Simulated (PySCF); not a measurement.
Ga(Et)(OH)(NH2), SMILES C[CH2][Ga]([NH2])[OH], B3LYP/def2-SVP optimised geometry. Atoms within 1.6 Å of the plane z = 0.0 Å (x, y, z in Å): Ga1 (0.42, -0.05, 0.00), C2 (-0.74, -1.65, 0.01), C3 (-2.23, -1.35, -0.16), H4 (-0.55, -2.18, 0.96), H5 (-0.38, -2.33, -0.78), H6 (-2.44, -0.85, -1.12), H7 (-2.61, -0.69, 0.64), H8 (-2.83, -2.28, -0.13), O9 (-0.38, 1.57, 0.00), H10 (0.21, 2.33, 0.00), N11 (2.25, -0.05, 0.00), H12 (2.83, 0.78, 0.00), H13 (2.81, -0.89, -0.01).

Calculation: B3LYP/def2-TZVP (PySCF 2.14.0). Cells within 0.4 Å of a nucleus heavier than hydrogen are left out (blank, or x).

Map of the deformation density (molecule minus spherical neutral atoms) (e/bohr³) on the plane z = 0.0 Å:

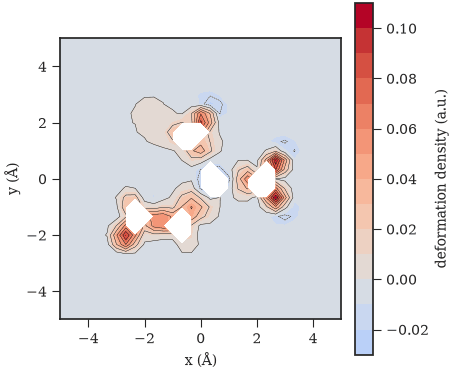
Deformation density (molecule minus spherical neutral atoms) (e/bohr³) on the plane z = 0.0 Å.
